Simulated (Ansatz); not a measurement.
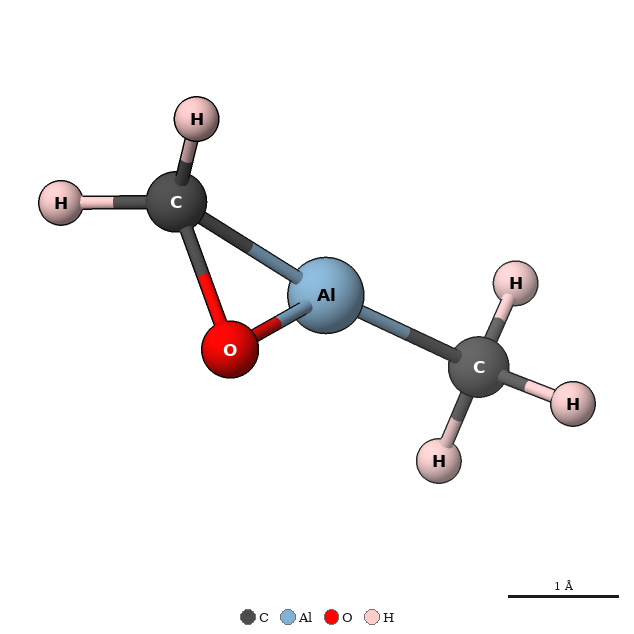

The picture shows the input geometry.

The calculation was set up as follows.

```yaml
crystal:
  periodic: [false, false, false]
  atoms:
    - {symbol: C, position_ang: [-0.682031, 1.332895, -1.069461]}
    - {symbol: Al, position_ang: [0.041002, -0.071857, 0.045871]}
    - {symbol: C, position_ang: [0.672585, -1.283109, 1.341627]}
    - {symbol: O, position_ang: [0.767472, -1.609194, -0.107639]}
    - {symbol: H, position_ang: [0.034521, 1.604201, -1.849206]}
    - {symbol: H, position_ang: [-0.925057, 2.229245, -0.496235]}
    - {symbol: H, position_ang: [-1.593766, 0.987334, -1.564671]}
    - {symbol: H, position_ang: [0.033098, -1.981035, 1.883836]}
    - {symbol: H, position_ang: [1.652165, -1.208471, 1.815877]}
basis:
  gaussian: {orbitals: def2-TZVPP}
hamiltonian: {xc: pbe, dispersion: d4}
```

It was started with:

```sh
ansatz run in.yaml --threads 2 --pin off --events-out ev --progress --plain --max-ram 4352MiB
```

What the program printed:

```
Functional definition: PBE
  name "PBE"
  cite "Perdew, Burke & Ernzerhof, Phys. Rev. Lett. 77, 3865 (1996) doi:10.1103/PhysRevLett.77.3865"
  parent pbe
  parameter kappa = 0.804
  parameter beta = 0.06672455060314922
  exchange = pbe_x(kappa = kappa, mu = beta*pi^2/3)
  correlation = pbe_c(beta = beta)
1075 factors; their error is unknown
mean field evaluation 1: about -10772.0166 eV, gradient 9.5e1 eV
mean field evaluation 2: about -10656.4322 eV, gradient 2.1e2 eV
mean field evaluation 4: about -10791.8097 eV, gradient 1.1e1 eV
mean field evaluation 8: about -10792.1048 eV, gradient 3.2e-1 eV
mean field evaluation 16: about -10792.0856 eV, gradient 9.6e-5 eV
mean field -10792.08562501 eV, -396.6018315808 hartree, gradient 3.1e-5 eV, S^2 0.000000; 0 other end points of the search recorded, 0 dependent functions left out
reference -10792.08566897 eV, -396.6018331962 hartree; 19, 19 occupied and 186, 186 virtual orbitals, 1075 factors
Total energy: -10792.21809585 eV, -396.6066997944 hartree
```
